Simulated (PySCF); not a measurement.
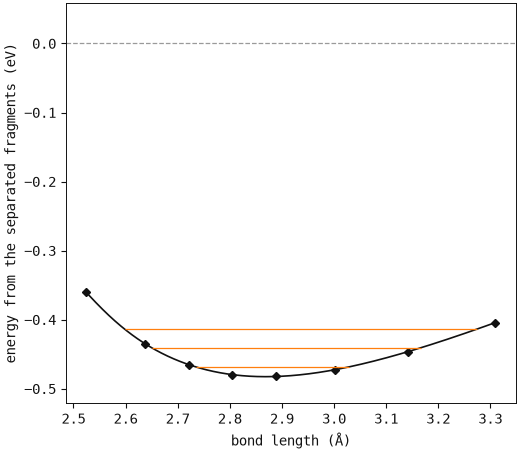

Bond curve of BeAl⁺, singlet. CCSD/def2-TZVP, PySCF 2.14.0, RHF. One reference determinant with the occupation held, the lowest that a PBE0 search over spins and occupations found; no spin-orbit coupling. Zero is the separated fragments in their ground configurations, without counterpoise. The fragments are Be + Al⁺. Horizontal lines: vibrational levels from ωe and ωexe, starting at v = 0.

**What constants does a Dunham fit to the curve give (main isotopes)?**

re = 2.869 Å, ωe = 232 cm⁻¹, ωexe = 3.6 cm⁻¹, De = 0.48 eV, Be = 0.303 cm⁻¹.

**How stiff is the bond?**

The force constant is 0.21 mdyn/Å, which gives ωe = 232 cm⁻¹.
